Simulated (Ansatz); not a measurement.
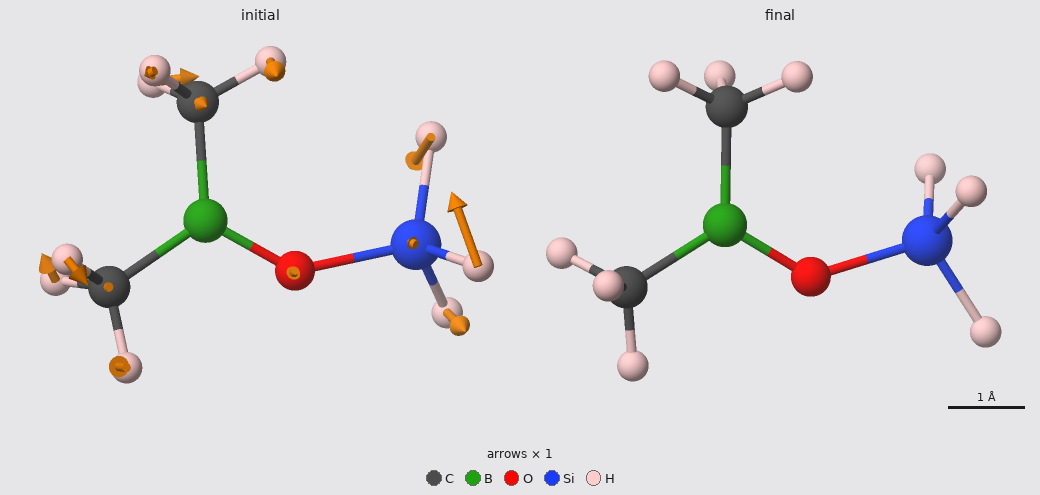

The structure of C₂H₉BOSi before (left) and after (right) a relaxation, at one scale. The orange arrows give the displacements, at their true length.

The picture is a ball-and-stick view, seen at a tilt.

The start comes from PBE-D4/def2-SVP.

These are results of RKS PBE0-D4/def2-TZVP in Ansatz 0.2.0, not measurements.

Input
```yaml
crystal:
  periodic: [false, false, false]
  atoms:
    - {symbol: C, position_ang: [-1.443825, 0.597852, -0.229112]}
    - {symbol: B, position_ang: [-0.293204, -0.439550, 0.107938]}
    - {symbol: C, position_ang: [-0.623233, -1.958133, 0.401571]}
    - {symbol: O, position_ang: [1.033741, -0.072646, 0.127251]}
    - {symbol: Si, position_ang: [1.977791, 1.297735, -0.135186]}
    - {symbol: H, position_ang: [-2.271794, 0.520524, 0.507324]}
    - {symbol: H, position_ang: [-1.900641, 0.329741, -1.208198]}
    - {symbol: H, position_ang: [-1.127143, 1.658118, -0.288494]}
    - {symbol: H, position_ang: [-1.048854, -2.428959, -0.512861]}
    - {symbol: H, position_ang: [0.263002, -2.546919, 0.708692]}
    - {symbol: H, position_ang: [-1.411741, -2.061631, 1.177281]}
    - {symbol: H, position_ang: [3.077987, 0.911820, -1.079476]}
    - {symbol: H, position_ang: [1.191066, 2.436220, -0.727532]}
    - {symbol: H, position_ang: [2.563948, 1.726427, 1.179501]}
basis:
  gaussian: {orbitals: def2-TZVP}
hamiltonian: {xc: pbe0, dispersion: d4}
relax: {f_tol: 0.005, max_steps: 150}
```

### Summarise the run.

After 45 accepted moves (51 points after the start) the energy has fallen by 8.27 kJ/mol. The largest force component goes from 0.77 to 0.0024 eV/Å. The line search rejected the trial steps at points 14, 27, 29, 37, 38, 41 of the run. The forces were under the threshold at step 46, but the run went on from there. The largest move after the best rigid fit is that of H14, 1.07 Å. Largest moves by element: H 1.07 Å, C 0.22 Å, O 0.19 Å, Si 0.16 Å, B 0.07 Å. Some distances before and after: O4–Si5 1.685 → 1.649 Å, Si5–H12 1.500 → 1.481 Å, C1–H6 1.111 → 1.092 Å, Si5–H13 1.505 → 1.486 Å. Among the angles between lasting bonds that change: B2–O4–Si5 139.0° → 132.7°, B2–C3–H11 111.5° → 108.8°, B2–C1–H6 110.8° → 113.1°. Groups turn about O4–Si5 by about 50°, C1–B2 by about 30°, B2–C3 by about 20°.
